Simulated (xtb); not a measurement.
GeN₂H₆: energy and gradient calculation

GeN₂H₆, computed with GFN2-xTB (xtb 6.7.1).

The geometry comes from this level: PBE0-D4/def2-TZVP.

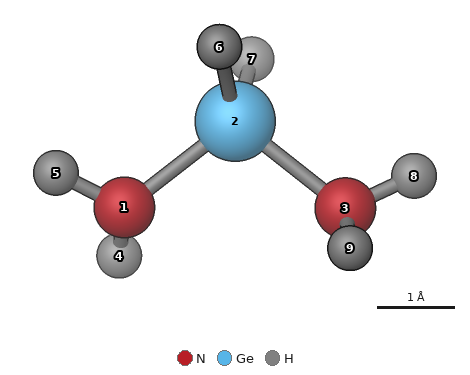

Figure 1. The input geometry (ball-and-stick view, seen at a tilt; atoms are numbered from 1 in the order of the input). Sticks mark near contacts. Bond lengths as drawn: Ge–H 1.55 Å, Ge–N 1.83 Å and H–N 1.01 Å.

Results in brief

| quantity | value |
| --- | --- |
| outcome | converged |
| electrons treated | 20 |
| total energy | −10.822024 hartree |
| dispersion energy | −0.003831 hartree |
| basis functions | 24 |
| largest force | 0.480 eV/Å |
| HOMO | −10.31 eV |
| LUMO | −2.27 eV |
| dipole moment | 0.29 D |
| hardware | 1 thread of Arm Neoverse V1, 24 GiB of memory available, shared host |
| peak memory | 0.073 GiB |

Input file (coord)
```
$coord
     -2.089659148611      1.208479856698     -1.598708301433  n
      0.984358338318      0.513060642836     -0.165351035905  ge
      0.337694058471     -2.196617647265      1.890859960301  n
     -2.775440759238     -0.182736516251     -2.712323906675  h
     -2.196617647265      2.871627818981     -2.528264582137  h
      1.793539064882      2.997294606269      1.144418141073  h
      3.104442077535     -0.385504129424     -1.965315169611  h
      1.881411329677     -3.081954336652      2.580043077952  h
     -0.872486551740     -1.831522559987      3.322138527092  h
$end
```

Launch command:
```bash
xtb coord --chrg 0 --grad --gfn 2 --json | tee xtb.out
```

The program's output
```
* xtb version 6.7.1
   ID    Z sym.   atoms
    1    7 n      1, 3
    2   32 ge     2
    3    1 h      4-9

           -------------------------------------------------
          |                Calculation Setup                |
           -------------------------------------------------

          program call               : xtb coord --chrg 0 --grad --gfn 2 --json
          coordinate file            : coord
          omp threads                :                     1

           -------------------------------------------------
          |                 G F N 2 - x T B                 |
           -------------------------------------------------

      * Hamiltonian:
        H0-scaling (s, p, d)           1.850000    2.230000    2.230000
        zeta-weighting                 0.500000
      * Dispersion:
        s8                             2.700000
        a1                             0.520000
        a2                             5.000000
        s9                             5.000000
      * Repulsion:
        kExp                           1.500000    1.000000
        rExp                           1.000000
      * Coulomb:
        alpha                          2.000000
        third order                    shell-resolved
        anisotropic                    true
        a3                             3.000000
        a5                             4.000000
        cn-shift                       1.200000
        cn-exp                         4.000000
        max-rad                        5.000000

          ...................................................
          :                      SETUP                      :
          :.................................................:
          :  # basis functions                  24          :
          :  # atomic orbitals                  23          :
          :  # shells                           13          :
          :  # electrons                        20          :
          :  max. iterations                   250          :
          :  Hamiltonian                  GFN2-xTB          :
          :  restarted?                      false          :
          :  GBSA solvation                  false          :
          :  PC potential                    false          :
          :  electronic temp.          300.0000000     K    :
          :  accuracy                    1.0000000          :
          :  -> integral cutoff          0.2500000E+02      :
          :  -> integral neglect         0.1000000E-07      :
          :  -> SCF convergence          0.1000000E-05 Eh   :
          :  -> wf. convergence          0.1000000E-03 e    :
          :  Broyden damping             0.4000000          :
          :  net charge                          0          :
          :  unpaired electrons                  0          :
          ...................................................

 iter      E             dE          RMSdq      gap      omega  full diag
   1    -10.1675923 -0.101676E+02  0.901E+00    4.86       0.0  T
   2    -10.0283495  0.139243E+00  0.127E+01    9.62       1.0  T
   3    -10.8649438 -0.836594E+00  0.578E+00    8.79       1.0  T
   4    -10.8657875 -0.843715E-03  0.408E+00    8.62       1.0  T
   5    -10.9122809 -0.464934E-01  0.157E+00    7.71       1.0  T
   6    -10.9180608 -0.577993E-02  0.451E-01    7.95       1.0  T
   7    -10.9185530 -0.492206E-03  0.616E-02    8.03       1.0  T
   8    -10.9185523  0.692017E-06  0.423E-02    8.05       1.0  T
   9    -10.9185555 -0.318638E-05  0.599E-03    8.04       5.6  T
  10    -10.9185555 -0.350858E-07  0.353E-03    8.04       9.4  T
  11    -10.9185555 -0.312352E-07  0.493E-04    8.04      67.6  T
  12    -10.9185555 -0.196195E-09  0.539E-05    8.04     618.4  T

   *** convergence criteria satisfied after 12 iterations ***

         #    Occupation            Energy/Eh            Energy/eV
      -------------------------------------------------------------
         1        2.0000           -0.6290708             -17.1179
       ...           ...                  ...                  ...
         4        2.0000           -0.5067078             -13.7882
         5        2.0000           -0.5051065             -13.7446
         6        2.0000           -0.4545003             -12.3676
         7        2.0000           -0.4514165             -12.2837
         8        2.0000           -0.4260314             -11.5929
         9        2.0000           -0.3877034             -10.5499
        10        2.0000           -0.3789940             -10.3130 (HOMO)
        11                         -0.0835843              -2.2744 (LUMO)
        12                         -0.0803138              -2.1854
        13                         -0.0797556              -2.1703
        14                         -0.0292862              -0.7969
        15                          0.0732999               1.9946
       ...                                ...                  ...
        23                          1.0491413              28.5486
      -------------------------------------------------------------
                  HL-Gap            0.2954097 Eh            8.0385 eV
             Fermi-level           -0.2312892 Eh           -6.2937 eV

 SCC (total)                   0 d,  0 h,  0 min,  0.003 sec
 SCC setup                      ...        0 min,  0.000 sec (  1.966%)
 Dispersion                     ...        0 min,  0.000 sec (  0.900%)
 classical contributions        ...        0 min,  0.000 sec (  0.240%)
 integral evaluation            ...        0 min,  0.000 sec ( 12.357%)
 iterations                     ...        0 min,  0.002 sec ( 59.932%)
 molecular gradient             ...        0 min,  0.001 sec ( 22.392%)
 printout                       ...        0 min,  0.000 sec (  1.845%)

         :::::::::::::::::::::::::::::::::::::::::::::::::::::
         ::                     SUMMARY                     ::
         :::::::::::::::::::::::::::::::::::::::::::::::::::::
         :: total energy             -10.822024475538 Eh    ::
         :: gradient norm              0.017840293332 Eh/a0 ::
         :: HOMO-LUMO gap              8.038506998471 eV    ::
         ::.................................................::
         :: SCC energy               -10.918553089351 Eh    ::
         :: -> isotropic ES            0.019097899117 Eh    ::
         :: -> anisotropic ES          0.002758432976 Eh    ::
         :: -> anisotropic XC          0.006238303203 Eh    ::
         :: -> dispersion             -0.003830841482 Eh    ::
         :: repulsion energy           0.096528613813 Eh    ::
         :: add. restraining           0.000000000000 Eh    ::
         :: total charge              -0.000000000000 e     ::
         :::::::::::::::::::::::::::::::::::::::::::::::::::::

           -------------------------------------------------
          |                Property Printout                |
           -------------------------------------------------

    * Orbital Energies and Occupations

         #    Occupation            Energy/Eh            Energy/eV
      -------------------------------------------------------------
         1        2.0000           -0.6290708             -17.1179
         2        2.0000           -0.5844217             -15.9029
         3        2.0000           -0.5706141             -15.5272
         4        2.0000           -0.5067078             -13.7882
         5        2.0000           -0.5051065             -13.7446
         6        2.0000           -0.4545003             -12.3676
         7        2.0000           -0.4514165             -12.2837
         8        2.0000           -0.4260314             -11.5929
         9        2.0000           -0.3877034             -10.5499
        10        2.0000           -0.3789940             -10.3130 (HOMO)
        11                         -0.0835843              -2.2744 (LUMO)
        12                         -0.0803138              -2.1854
        13                         -0.0797556              -2.1703
        14                         -0.0292862              -0.7969
        15                          0.0732999               1.9946
        16                          0.1062723               2.8918
        17                          0.1418917               3.8611
        18                          0.1612244               4.3871
        19                          0.2092080               5.6928
        20                          0.2443813               6.6500
        21                          0.7556771              20.5630
       ...                                ...                  ...
        23                          1.0491413              28.5486
      -------------------------------------------------------------
                  HL-Gap            0.2954097 Eh            8.0385 eV
             Fermi-level           -0.2312892 Eh           -6.2937 eV

     #   Z          covCN         q      C6AA      α(0)
     1   7          2.552    -0.372    29.637     8.085
     2  32          3.516     0.206   169.526    23.476
     3   7          2.552    -0.372    29.637     8.085
     4   1          0.861     0.162     1.323     1.802
     5   1          0.861     0.154     1.374     1.836
     6   1          0.925    -0.047     4.007     3.130
     7   1          0.925    -0.047     4.007     3.130
     8   1          0.861     0.154     1.374     1.836
     9   1          0.861     0.162     1.323     1.802

 Mol. C6AA /au·bohr⁶  :       1049.529858
 Mol. C8AA /au·bohr⁸  :      42094.302354
 Mol. α(0) /au        :         53.183574

Wiberg/Mayer (AO) data.
largest (>0.10) Wiberg bond orders for each atom

 ---------------------------------------------------------------------------
     #   Z sym  total        # sym  WBO       # sym  WBO       # sym  WBO
 ---------------------------------------------------------------------------
     1   7      3.190 --     2      1.115     5      0.955     4      0.950
     2  32      3.915 --     1      1.115     3      1.115     6      0.807
                             7      0.807
     3   7      3.189 --     2      1.115     8      0.955     9      0.950
     4   1      0.974 --     1      0.950
     5   1      0.976 --     1      0.955
     6   1      0.998 --     2      0.807
     7   1      0.998 --     2      0.807
     8   1      0.976 --     3      0.955
     9   1      0.974 --     3      0.950
 ---------------------------------------------------------------------------

Topologies differ in total number of bonds
Writing topology from bond orders to xtbtopo.mol

molecular dipole:
                 x           y           z       tot (Debye)
 q only:       -0.012      -0.006       0.002
   full:        0.099       0.054      -0.017       0.289
molecular quadrupole (traceless):
                xx          xy          yy          xz          yz          zz
 q only:       -0.928      -0.596      -0.960       1.538      -1.790       1.887
  q+dip:       -1.959      -1.035      -1.667       2.269      -2.174       3.626
   full:       -2.390      -1.312      -2.020       2.842      -2.781       4.410

           -------------------------------------------------
          | TOTAL ENERGY              -10.822024475538 Eh   |
          | GRADIENT NORM               0.017840293332 Eh/α |
          | HOMO-LUMO GAP               8.038506998471 eV   |
           -------------------------------------------------

------------------------------------------------------------------------
------------------------------------------------------------------------
 total:
 *  cpu-time:     0 d,  0 h,  0 min,  0.011 sec
 * ratio c/w:     1.000 speedup
 SCF:
 *  cpu-time:     0 d,  0 h,  0 min,  0.003 sec
 * ratio c/w:     1.000 speedup
```

Standard error
```
normal termination of xtb
```

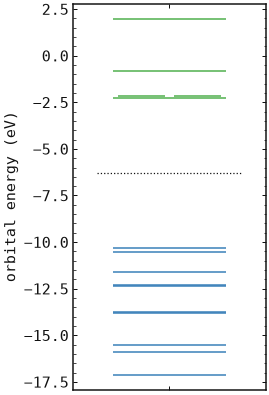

Figure 2. Orbital energies near the frontier; the dotted line parts filled from empty levels, and levels within 0.02 eV of each other stand side by side. Highest filled −10.31 eV, lowest empty −2.27 eV, 8.04 eV apart.
